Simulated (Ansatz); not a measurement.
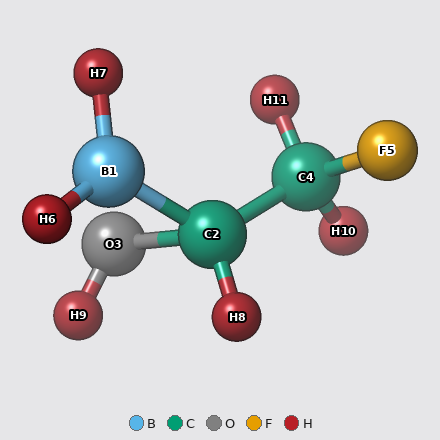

The system is C₂H₆BFO, SMILES BC(O)CF; the picture shows the reference structure. The first coordinate is: bond length C2–C4; the second: dihedral B1–C2–C4–F5. Nothing is relaxed (all other coordinates rigid). The scan uses a 9 × 9 grid. Points are written as (first, second). All energies are given in kJ/mol relative to the lowest grid point. Level of theory: Ansatz 0.2.0, RKS PBE-D4/def2-SVP.

Its coordinates:

```yaml
atoms:
  - { symbol: B, position_ang: [-0.8673, -0.2497, 1.0716] }
  - { symbol: C, position_ang: [0.3691, 0.1801, 0.2131] }
  - { symbol: O, position_ang: [0.2132, -1.3210, 0.2626] }
  - { symbol: C, position_ang: [0.2551, 0.6354, -1.2262] }
  - { symbol: F, position_ang: [0.1521, 2.0163, -1.2309] }
  - { symbol: H, position_ang: [-0.7336, -0.3750, 2.2754] }
  - { symbol: H, position_ang: [-1.9582, -0.3103, 0.5420] }
  - { symbol: H, position_ang: [1.3179, 0.4939, 0.6881] }
  - { symbol: H, position_ang: [0.8218, -1.6600, 0.9481] }
  - { symbol: H, position_ang: [1.1465, 0.3430, -1.8292] }
  - { symbol: H, position_ang: [-0.6510, 0.1903, -1.6939] }
```

Range: bond length C2–C4 from 1.332 to 1.892 Å; dihedral B1–C2–C4–F5 from −180 to 140°.

What landscape does the calculation give?

Answer. The lowest grid point is at (1.472 Å, −140°). The bottom of the well lies between grid points, at about (1.496 Å, −150°), about 2.9 kJ/mol lower on the interpolated surface. Higher local minima lie near (1.542 Å, −20°) (10 kJ/mol above the lowest at that grid point); (1.542 Å, 100°) (13 kJ/mol above the lowest at that grid point). The highest grid point, (1.892 Å, −60°), lies 118 kJ/mol above the lowest. On the interpolated surface the easiest way out of the lowest well to the well at about (1.51 Å, 95°) passes a barrier of about 19 kJ/mol, counted from the interpolated bottom of the well. Round the minimum the two coordinates are nearly uncoupled.

| dihedral B1–C2–C4–F5 ↓, bond length C2–C4 → | 1.332 | 1.402 | 1.472 | 1.542 | 1.612 | 1.682 | 1.752 | 1.822 | 1.892 |
| --- | --- | --- | --- | --- | --- | --- | --- | --- | --- |
| 140 | 86 | 41 | 20 | 16 | 25 | 42 | 64 | 88 | 115 |
| 100 | 76 | 33 | 14 | 13 | 23 | 40 | 63 | 88 | 115 |
| 60 | 83 | 38 | 18 | 16 | 25 | 42 | 64 | 89 | 116 |
| 20 | 83 | 38 | 18 | 15 | 24 | 41 | 62 | 87 | 114 |
| −20 | 71 | 29 | 11 | 10 | 20 | 38 | 60 | 86 | 112 |
| −60 | 109 | 58 | 34 | 27 | 34 | 49 | 69 | 93 | 118 |
| −100 | 107 | 57 | 32 | 26 | 33 | 48 | 69 | 92 | 118 |
| −140 | 53 | 15 | 0 | 1 | 14 | 33 | 57 | 84 | 112 |
| −180 | 66 | 25 | 7 | 7 | 18 | 36 | 60 | 85 | 113 |

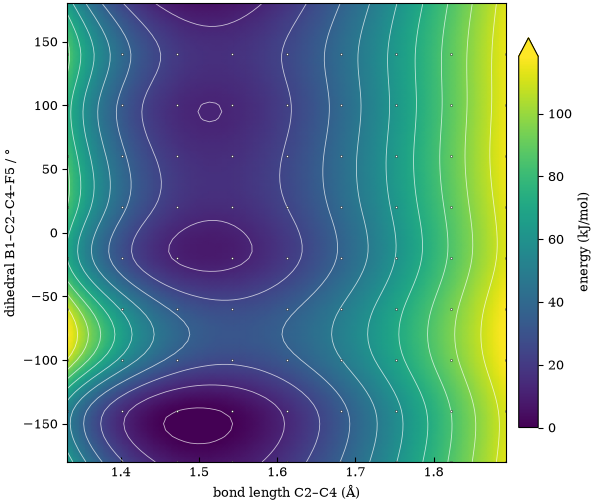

Drawn: a smooth colour map with a few white contour lines, dots at the grid points, one colour for all values above the top of the scale. Between grid points the surface is interpolated.

Each point was launched as `ansatz run input.yaml --threads 1 --pin off --max-ram 2560MiB --backend cpu --events-out ev --progress --plain --runs-dir out`. Time for the 81 points that were run: 17 min on 1 thread of Intel(R) Xeon(R) Processor @ 2.50GHz (Skylake/Cascade Lake), on a shared host.
